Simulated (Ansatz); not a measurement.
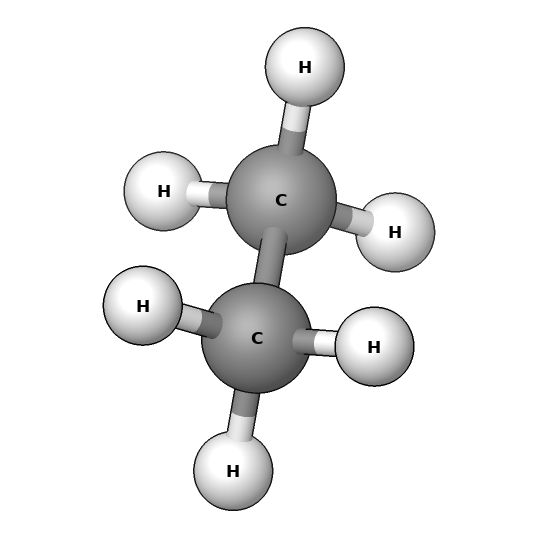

The computed structure is the end point of a PBE0-D4/def2-TZVP optimisation.

What is the molecular formula?

C2H6, 8 atoms: 2 carbon and 6 hydrogen.

Count the bonded pairs by element.

6 C–H, 1 C–C. Sticks follow a distance rule.

How many atoms are distinct by symmetry?

2: 2 C, 6 H.

Give the symmetry (Schoenflies symbol).

D3d.

More results for the same structure follow; atom numbers are the same in all pictures, views and colours differ.

**Electronic properties**

Level of theory: RKS PBE0-D4/def2-TZVP (Ansatz 0.2.0).

What does the calculation give?

- harmonic zero-point energy: 196.1 kJ/mol
- dispersion correction: −5.8 kJ/mol

**Vibrations**

Harmonic vibrations computed with RKS PBE0-D4/def2-TZVP (Ansatz 0.2.0) at a stationary point of the same level.

How many vibrational modes are there, and where do they lie?

18 modes: 309, 822, 822, 1026, 1217, 1217, 1399, 1417, 1495, 1495, 1497, 1497, 3049, 3050, 3105, 3105, 3131, 3131 cm⁻¹.

**Charges**

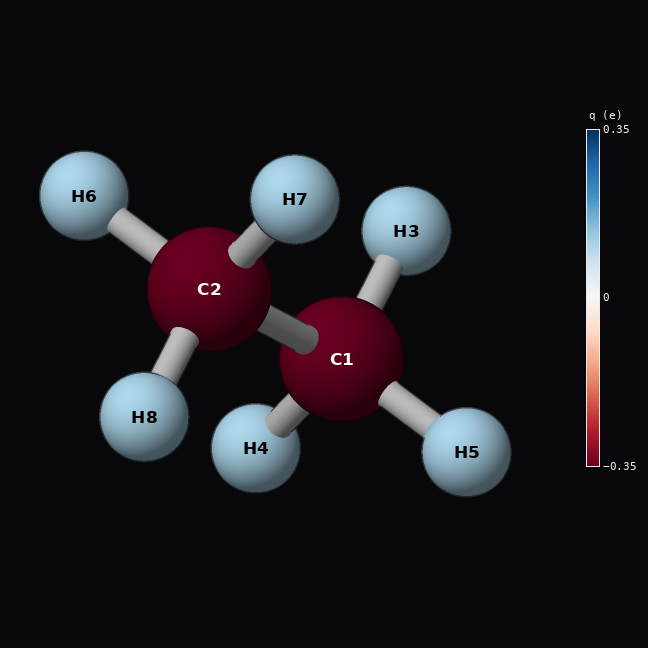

Atoms are coloured by their Mulliken charges. Method: RKS PBE0-D4/def2-TZVP (Ansatz 0.2.0).

List the Mulliken charges.

```tsv
atom	value (e)
C1	−0.35
C2	−0.35
H3	0.12
H4	0.12
H5	0.12
H6	0.12
H7	0.12
H8	0.12
```

Mulliken values depend strongly on the basis set and can even reverse the polarity of a bond.
